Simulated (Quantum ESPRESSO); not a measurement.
**Near-edge structure at the O K edge of SiO2 (Quartz, P3_121)**

Aim: the near-edge shape at the O K edge of SiO2 (Quartz, P3_121), and what the core hole does to it.

Main program and level: Quantum ESPRESSO 7.5; X-ray absorption near-edge structure, plane-wave PAW PBE, one-electron final states by a Lanczos continued fraction.

### Step 1. The starting structure

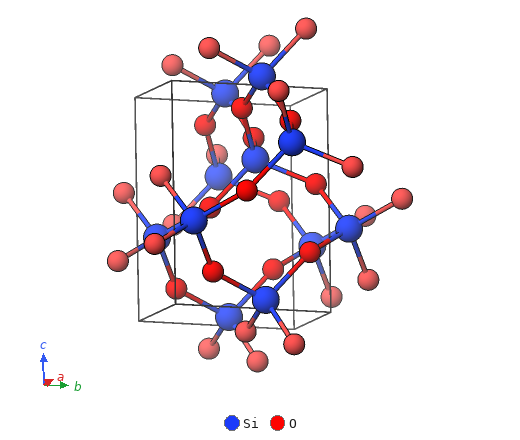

The starting structure, seen slightly off an axis (silicon blue, oxygen red). 2×1×1 cells are drawn. Some periodic images of atoms are drawn too.

### Step 2. Ground state of the crystal

A plain self-consistent run shows whether there is a gap, which decides the set-up of the core-hole run.

The PAW data sets are made with ld1.x, with reconstruction data.

scf.in

```
&control
   calculation='scf', prefix='x', pseudo_dir='../pp', outdir='tmp', tprnfor=.true.
/
&system
   ibrav=0, nat=9, ntyp=3, nbnd=29
   ecutwfc=50, ecutrho=360
   occupations='smearing', smearing='mv', degauss=0.015
/
&electrons
   conv_thr=9.0e-08, electron_maxstep=120
   mixing_beta=0.5
/
ATOMIC_SPECIES
Si 1.0 Si.pbe-nl-kjpaw.UPF
O3 1.0 O.pbe-n-kjpaw.UPF
O 1.0 O.pbe-n-kjpaw.UPF
CELL_PARAMETERS angstrom
  4.91580000 0.00000000 0.00000000
  -2.45790000 4.25720768 0.00000000
  0.00000000 0.00000000 5.40910000
ATOMIC_POSITIONS crystal
Si   0.46970000 0.46970000 0.00000000
Si   0.00000000 0.53030000 0.66666667
Si   0.53030000 0.00000000 0.33333333
O3   0.85380000 0.26800000 0.45233333
O    0.73200000 0.58580000 0.78566667
O    0.41420000 0.14620000 0.11900000
O    0.26800000 0.85380000 0.54766667
O    0.58580000 0.73200000 0.21433333
O    0.14620000 0.41420000 0.88100000
K_POINTS automatic
6 6 5 0 0 0
```

Command:

```
$ OMP_NUM_THREADS=1 mpirun --oversubscribe --bind-to none -np 8 pw.x -nk 8 -in scf.in > scf.out
```

The log of the run:

```text
     [... banner and references ...]
G-vector sticks info
     --------------------

     Using Slab Decomposition

     bravais-lattice index     =            0
     lattice parameter (alat)  =       9.2895  a.u.
     unit-cell volume          =     763.9073 (a.u.)^3
     number of atoms/cell      =            9
     number of atomic types    =            3
     number of electrons       =        48.00
     number of Kohn-Sham states=           29
     kinetic-energy cutoff     =      50.0000  Ry
     charge density cutoff     =     360.0000  Ry
     scf convergence threshold =      9.0E-08
     mixing beta               =       0.5000
     number of iterations used =            8  plain     mixing
     Exchange-correlation= SLA  PW   PBX  PBC
                           (   1   4   3   4   0   0   0)

     celldm(1)=   9.289516  celldm(2)=   0.000000  celldm(3)=   0.000000
     celldm(4)=   0.000000  celldm(5)=   0.000000  celldm(6)=   0.000000

     crystal axes: (cart. coord. in units of alat)
               a(1) = (   1.000000   0.000000   0.000000 )
               a(2) = (  -0.500000   0.866025   0.000000 )
               a(3) = (   0.000000   0.000000   1.100350 )

     reciprocal axes: (cart. coord. in units 2 pi/alat)
               b(1) = (  1.000000  0.577350 -0.000000 )
               b(2) = (  0.000000  1.154701  0.000000 )
               b(3) = (  0.000000 -0.000000  0.908802 )

     PseudoPot. #1 for Si:     Pseudo is Projector augmented-wave + core cor, Zval =  4.0

     ../pp/O.pbe-n-kjpaw.UPF
     Pseudo is Projector augmented-wave + core cor, Zval =  6.0
     Shape of augmentation charge: PSQ
     Using radial grid of 1095 points,  4 beta functions with:
                l(1) =   0
                l(2) =   0
                l(3) =   1
                l(4) =   1
     Q(r) pseudized with 0 coefficients

     ../pp/O.pbe-n-kjpaw.UPF
     Pseudo is Projector augmented-wave + core cor, Zval =  6.0
     Shape of augmentation charge: PSQ
     Using radial grid of 1095 points,  4 beta functions with:
                l(1) =   0
                l(2) =   0
                l(3) =   1
                l(4) =   1
     Q(r) pseudized with 0 coefficients

     atomic species   valence    mass     pseudopotential
     Si                4.00     1.00000     Si( 1.00)
     O3                6.00     1.00000     O ( 1.00)
     O                 6.00     1.00000     O ( 1.00)

     No symmetry found

   Cartesian axes

     site n.     atom                  positions (alat units)
         1        Si     tau(   1) = (   0.2348500   0.4067721   0.0000000  )
         2        Si     tau(   2) = (  -0.2651500   0.4592533   0.7335666  )
         3        Si     tau(   3) = (   0.5303000   0.0000000   0.3667833  )
         4        O3     tau(   4) = (   0.7198000   0.2320948   0.4977249  )
         5        O      tau(   5) = (   0.4391000   0.5073177   0.8645082  )
         6        O      tau(   6) = (   0.3411000   0.1266129   0.1309416  )
         7        O      tau(   7) = (  -0.1589000   0.7394125   0.6026250  )
         8        O      tau(   8) = (   0.2198000   0.6339306   0.2358417  )
         9        O      tau(   9) = (  -0.0609000   0.3587077   0.9694083  )

     number of k points=    92  Marzari-Vanderbilt smearing, width (Ry)=  0.0150
                       cart. coord. in units 2pi/alat
        k(    1) = (   0.0000000   0.0000000   0.0000000), wk =   0.0111111
        k(    2) = (   0.0000000   0.0000000   0.1817604), wk =   0.0222222
        k(    3) = (   0.0000000   0.0000000   0.3635207), wk =   0.0222222
        k(    4) = (   0.0000000   0.1924501   0.0000000), wk =   0.0222222
        k(    5) = (   0.0000000   0.1924501   0.1817604), wk =   0.0222222
[...]
k(   90) = (   0.3333333   0.3849002  -0.3635207), wk =   0.0222222
        k(   91) = (  -0.3333333  -0.5773503   0.1817604), wk =   0.0222222
[...]
per-process dynamical memory:    75.3 Mb

     Self-consistent Calculation

     iteration #  1     ecut=    50.00 Ry     beta= 0.50
     Davidson diagonalization with overlap
     ethr =  1.00E-02,  avg # of iterations =  4.5

     total energy              =    -389.53550826 Ry
     estimated scf accuracy    <       2.91505944 Ry

     iteration #  2     ecut=    50.00 Ry     beta= 0.50
     Davidson diagonalization with overlap
     ethr =  6.07E-03,  avg # of iterations =  3.3

     total energy              =    -390.71823114 Ry
     estimated scf accuracy    <       0.07224624 Ry

     iteration #  3     ecut=    50.00 Ry     beta= 0.50
     Davidson diagonalization with overlap
     ethr =  1.51E-04,  avg # of iterations = 13.2

     total energy              =    -391.13666575 Ry
     estimated scf accuracy    <       0.43851664 Ry

     iteration #  4     ecut=    50.00 Ry     beta= 0.50
     Davidson diagonalization with overlap
     ethr =  1.51E-04,  avg # of iterations =  3.9

     total energy              =    -391.04697232 Ry
     estimated scf accuracy    <       0.15757018 Ry

     iteration #  5     ecut=    50.00 Ry     beta= 0.50
     Davidson diagonalization with overlap
     ethr =  1.51E-04,  avg # of iterations = 11.8

     total energy              =    -391.09413320 Ry
     estimated scf accuracy    <       0.71105137 Ry

[...]
c_bands:  1 eigenvalues not converged
[...]
c_bands:  1 eigenvalues not converged
     c_bands:  1 eigenvalues not converged
     c_bands:  1 eigenvalues not converged
[...]
c_bands:  1 eigenvalues not converged
[...]
c_bands:  1 eigenvalues not converged
[...]
c_bands:  1 eigenvalues not converged
[...]
total energy              =    -391.14528809 Ry
[...]
iteration # 21     ecut=    50.00 Ry     beta= 0.50
     Davidson diagonalization with overlap
     ethr =  1.11E-07,  avg # of iterations =  4.2

     total energy              =    -391.14530546 Ry
     estimated scf accuracy    <       0.00000090 Ry

     iteration # 22     ecut=    50.00 Ry     beta= 0.50
     Davidson diagonalization with overlap
     ethr =  1.87E-09,  avg # of iterations =  9.6

     total energy              =    -391.14530877 Ry
     estimated scf accuracy    <       0.00000149 Ry

     iteration # 23     ecut=    50.00 Ry     beta= 0.50
     Davidson diagonalization with overlap
     ethr =  1.87E-09,  avg # of iterations =  3.5

     End of self-consistent calculation

          k = 0.0000 0.0000 0.0000 (  4595 PWs)   bands (ev):

   -16.9282 -15.3994 -15.3993 -14.7581 -14.7186 -14.7185  -5.7347  -5.7347
    -2.9111  -2.8751  -2.7168  -2.7168  -0.4297  -0.4296  -0.1857   0.0599
     1.0226   1.0226   1.0510   1.5171   1.5171   1.8285   2.1990   2.1991
     8.5096  11.8381  11.8381  12.2937  12.2937

     [... bands of 91 further k-points ...]

     the Fermi energy is     6.5899 ev

!    total energy              =    -391.14530912 Ry
     total all-electron energy =     -2644.264245 Ry
     estimated scf accuracy    <       0.00000005 Ry
     smearing contrib. (-TS)   =      -0.00000000 Ry
     internal energy E=F+TS    =    -391.14530912 Ry

     The total energy is F=E-TS. E is the sum of the following terms:
     one-electron contribution =    -101.88852374 Ry
     hartree contribution      =      78.35690173 Ry
     xc contribution           =     -60.93531389 Ry
     ewald contribution        =    -138.83709458 Ry
     one-center paw contrib.   =    -167.84127864 Ry

     convergence has been achieved in  23 iterations

     Forces acting on atoms (cartesian axes, Ry/au):

     atom    1 type  1   force =     0.00017483    0.00030040   -0.00000254
     atom    2 type  1   force =     0.00017444   -0.00029640   -0.00000085
     atom    3 type  1   force =    -0.00034023    0.00000073   -0.00000020
     atom    4 type  2   force =     0.01287382   -0.00076824   -0.00659661
     atom    5 type  3   force =    -0.00577734    0.01153352   -0.00659317
     atom    6 type  3   force =    -0.00710768   -0.01077048   -0.00658589
     atom    7 type  3   force =    -0.00710430    0.01077613    0.00659651
     atom    8 type  3   force =     0.01287795    0.00076272    0.00659619
     atom    9 type  3   force =    -0.00577149   -0.01153837    0.00658655

     Total force =     0.035494     Total SCF correction =     0.000303

     XML data file, charge density, pseudopotentials, collected wavefunctions

=------------------------------------------------------------------------------=
   JOB DONE.
=------------------------------------------------------------------------------=
```

It took 7.7 min on 8 MPI ranks of Arm Neoverse N1, shared host; peak memory 0.14 GiB; 62 min of CPU time.

Absorbing atoms carry a label of their own (element plus a letter or digit), as the spectrum program needs them as separate species.

The mesh shows a gap of 6.00 eV, so the hole is first treated in a charged cell, without the excited electron.

### Step 3. Spectrum without a core hole, O atom 4

Without a hole the spectrum is the empty density of states of the right symmetry on the absorber, weighted by matrix elements. It needs only the small cell and serves as the baseline.

The absorber has 2 Si at 1.61 Å (bent, 144°, site symmetry 1).

xspectra.in

```
&input_xspectra
   calculation='xanes_dipole', edge='K'
   prefix='x', outdir='tmp', xiabs=2, xe0=5.5118
   xonly_plot=.false., x_save_file='xanes.sav'
   xniter=3000, xcheck_conv=20, xerror=0.005
   xcoordcrys=.false., xepsilon(1)=1, xepsilon(2)=0, xepsilon(3)=0
/
&plot
   xnepoint=413, xemin=-10, xemax=45, terminator=.true., cut_occ_states=.true.
   xgamma=0.4
/
&pseudos
   filecore='../O.wfc'
/
&cut_occ
   cut_desmooth=0.1, cut_stepl=0.05, cut_stepu=0.05, cut_ierror=1e-5
/
5 5 4 0 0 0
```

Command:

```
$ OMP_NUM_THREADS=1 mpirun --oversubscribe --bind-to none -np 8 xspectra.x -nk 8 -in xspectra.in > xspectra.out
```

The log of the run:

```text
     [... banner and references ...]
Reading input_file

     calculation: xanes_dipole

     xepsilon  [cartesian coordinates]:   1.000000   0.000000   0.000000

     xonly_plot: FALSE
        => complete calculation: Lanczos + spectrum plot

     filecore (core-wavefunction file): ../O.wfc

     main plot parameters:
        cut_occ_states: TRUE
        gamma_mode:  constant
        -> using xgamma [eV]:  0.40
        xemin [eV]: -10.00
        xemax [eV]:  45.00
        xnepoint:  413
        xe0 [eV]:   5.511800 (energy zero read in input file)

[...]
Results of STEP 1 successfully written in x_save_file
     x_save_file name:
     ->  xanes.sav
     x_save_file version:  2

     ... End STEP 1 ...

     ... Begin STEP 2 ...

     The spectrum is calculated using the following parameters:
        xe0 [eV]:    5.5118
        the occupied states are elimintate from the spectrum
        xemin [eV]: -10.00
        xemax [eV]:  45.00
        xnepoint:  413
        constant broadening parameter [eV]:    0.400
        Core level energy [eV]:  -543.1
         (from electron binding energy of neutral atoms in X-ray data booklet)

     Cross-section successfully written in xanes.dat

     ... End STEP 2 ...

                                END JOB XSpectra
```

Elapsed: 2.4 min, on 8 MPI ranks; peak memory 0.09 GiB; 20 min of CPU time.

The O K spectrum, O atom 4, no core hole (energy from the lowest empty level; intensity scaled to a mean of 1 over the first 20 eV; the points at xe0, where the cut of filled states can leave a spike, are interpolated; polarised curves are means over the symmetry-equivalent atoms):

| E (eV) | isotropic | ε ⊥ c | ε ∥ c |
| --- | --- | --- | --- |
| -2.0 | 0.04 | 0.04 | 0.04 |
| -0.5 | 0.06 | 0.06 | 0.06 |
| 1.0 | 0.18 | 0.17 | 0.18 |
| 2.5 | 0.54 | 0.53 | 0.56 |
| 4.0 | 1.43 | 1.43 | 1.43 |
| 5.5 | 1.72 | 1.74 | 1.69 |
| 7.0 | 2.12 | 2.06 | 2.25 |
| 8.5 | 1.24 | 1.28 | 1.17 |
| 10.0 | 1.17 | 1.17 | 1.18 |
| 11.5 | 1.09 | 0.95 | 1.38 |
| 13.0 | 0.91 | 0.92 | 0.90 |
| 14.5 | 0.77 | 0.83 | 0.65 |
| 16.0 | 0.66 | 0.71 | 0.56 |
| 17.5 | 0.59 | 0.61 | 0.54 |
| 19.0 | 0.64 | 0.67 | 0.57 |
| 20.5 | 0.58 | 0.60 | 0.54 |
| 22.0 | 0.71 | 0.72 | 0.68 |
| 23.5 | 0.80 | 0.77 | 0.87 |
| 25.0 | 0.83 | 0.77 | 0.95 |
| 26.5 | 0.85 | 0.85 | 0.87 |
| 28.0 | 0.85 | 0.87 | 0.83 |
| 29.5 | 0.81 | 0.82 | 0.78 |
| 31.0 | 0.82 | 0.79 | 0.90 |

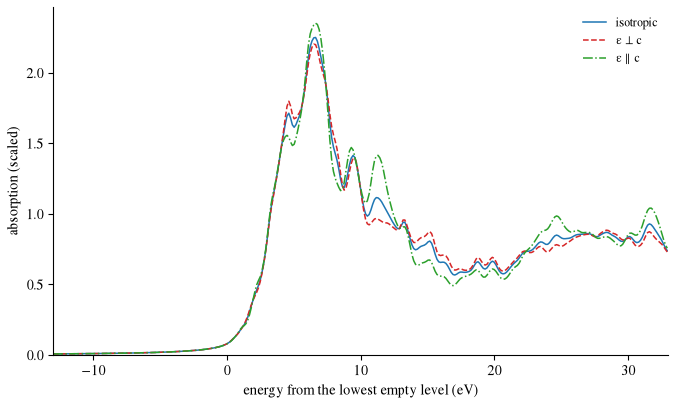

The O K edge, O atom 4, no core hole: main maxima at 4.6, 6.6 and 9.4 eV.

Main maxima below 24 eV (height): 4.6 eV (1.71), 6.6 eV (2.25), 9.4 eV (1.41), 11.2 eV (1.12), 13.3 eV (0.94) and 15.2 eV (0.81). A K edge sees empty p states on the absorber.

### Step 4. Another broadening

The final state's lifetime shortens with energy, so measured features broaden above the edge; the saved Lanczos coefficients are redrawn with a width that grows.

xspectra_plot.in

```
&input_xspectra
   calculation='xanes_dipole', edge='K'
   prefix='x', outdir='tmp', xiabs=2, xe0=5.5118
   xonly_plot=.true., x_save_file='xanes.sav'
   xniter=3000, xcheck_conv=20, xerror=0.005
   xcoordcrys=.false., xepsilon(1)=1, xepsilon(2)=0, xepsilon(3)=0
/
&plot
   xnepoint=413, xemin=-10, xemax=45, terminator=.true., cut_occ_states=.true.
   gamma_mode='variable', gamma_energy(1)=4, gamma_energy(2)=25, gamma_value(1)=0.3, gamma_value(2)=2.5
/
&pseudos
   filecore='../O.wfc'
/
&cut_occ
   cut_desmooth=0.1, cut_stepl=0.05, cut_stepu=0.05, cut_ierror=1e-5
/
5 5 4 0 0 0
```

Command:

```
$ OMP_NUM_THREADS=1 xspectra.x -in xspectra_plot.in > xspectra_plot.out
```

The log of the run:

```text
     [... banner and references ...]
Reading input_file
     -------------------------------------------------------------------------

     calculation: xanes_dipole

     xonly_plot: TRUE
        => only the spectrum plot

     main plot parameters:
        cut_occ_states: TRUE
        gamma_mode:  variable
        -> first, constant up to point ( 4.00, 0.30) [eV]
        -> then, linear up to point (25.00, 2.50) [eV]
        -> finally, constant up to xemax
        xemin [eV]: -10.00
        xemax [eV]:  45.00
        xnepoint:  413
[...]
xemin [eV]: -10.00
        xemax [eV]:  45.00
        xnepoint:  413
        energy-dependent broadening parameter:
         -> first, constant up to point ( 4.00, 0.30) [eV]
         -> then, linear up to point (25.00, 2.50) [eV]
         -> finally, constant up to xemax
        Core level energy [eV]:  -543.1
         (from electron binding energy of neutral atoms in X-ray data booklet)

     Cross-section successfully written in xanes.dat

     -------------------------------------------------------------------------
                                END JOB XSpectra
     -------------------------------------------------------------------------
[key lines of the parts left out:]
Fermi level [eV]:   2.5139
```

Elapsed: 6.4 s, on 1 MPI rank; peak memory 0.05 GiB.

With a Lorentzian half width 0.3 eV up to 4 eV, rising linearly to 2.5 eV at 25 eV (counted from xe0, 3.0 eV below the zero used here), the maxima are 6.5 eV (1.93).

### Step 5. Reference energy of the cell

The photon energy needs a difference of total energies, so the cell and mesh of the coming hole run are first run without a hole.

scf.in

```
&control
   calculation='scf', prefix='x', pseudo_dir='../pp', outdir='tmp', tprnfor=.true.
/
&system
   ibrav=0, nat=9, ntyp=2, nbnd=28
   ecutwfc=50, ecutrho=360
   occupations='fixed'
/
&electrons
   conv_thr=9.0e-08, electron_maxstep=120
   mixing_beta=0.5
/
ATOMIC_SPECIES
Si 1.0 Si.pbe-nl-kjpaw.UPF
O 1.0 O.pbe-n-kjpaw.UPF
CELL_PARAMETERS angstrom
  2.45790000 -4.25720768 0.00000000
  -2.45790000 -4.25720768 0.00000000
  0.00000000 0.00000000 -5.40910000
ATOMIC_POSITIONS crystal
Si   0.00000000 0.53030000 0.00000000
Si   0.46970000 0.00000000 0.33333333
Si   0.53030000 0.46970000 0.66666667
O    0.58580000 0.14620000 0.54766667
O    0.14620000 0.26800000 0.21433333
O    0.26800000 0.58580000 0.88100000
O    0.41420000 0.73200000 0.45233333
O    0.85380000 0.41420000 0.78566667
O    0.73200000 0.85380000 0.11900000
K_POINTS automatic
4 4 4 0 0 0
```

Command:

```
$ OMP_NUM_THREADS=1 mpirun --oversubscribe --bind-to none -np 8 pw.x -nk 8 -in scf.in > scf.out
```

The log of the run:

```text
     [... banner and references ...]
[banner, memory and clock lines left out]
using ibrav=0 with symmetry is DISCOURAGED, use correct ibrav instead

     G-vector sticks info

     bravais-lattice index     =            0
     lattice parameter (alat)  =       9.2895  a.u.
     unit-cell volume          =     763.9073 (a.u.)^3
     number of atoms/cell      =            9
     number of atomic types    =            2
     number of electrons       =        48.00
[...]
Forces acting on atoms (cartesian axes, Ry/au):

     atom    1 type  1   force =     0.00018574    0.00032171    0.00000000
     atom    2 type  1   force =     0.00018574   -0.00032171    0.00000000
     atom    3 type  1   force =    -0.00037148    0.00000000   -0.00000000
[...]
atom    8 type  2   force =     0.01277384    0.00068654    0.00649918
     atom    9 type  2   force =    -0.00579236   -0.01140574    0.00649918

     Total force =     0.035153     Total SCF correction =     0.000149

     XML data file, charge density, pseudopotentials, collected wavefunctions
[key lines of the parts left out:]
!    total energy              =    -391.14530832 Ry
convergence has been achieved in  29 iterations
```

Run time: 51 s. Hardware: 8 MPI ranks; peak memory 0.13 GiB; 6.7 min of CPU time.

Reference energy: -35977.048 eV with the cores included.

[end of part 1 of 3]

[Banner, clock and machine lines of the logs are left out without a mark of their own.]

[Logs are printed without paths, hosts, clocks, repeated set-up lines and the standing remarks that a program may print on its own settings, such as how far it seeks lower states.]

[Hosts, paths, dates, database ids (printed as entryN), source tags and the programs' standing remarks are cut or masked in the printed files.]

[Lists of maxima count a maximum above −3 eV only where it reaches 4 % of the highest in the window and stands out from its surroundings by 2 % of it (1.5 % where it reaches 55 %); shoulders and weaker maxima are passed over, and of the rest the first, up to two pre-edge ones and the few strongest are named.]
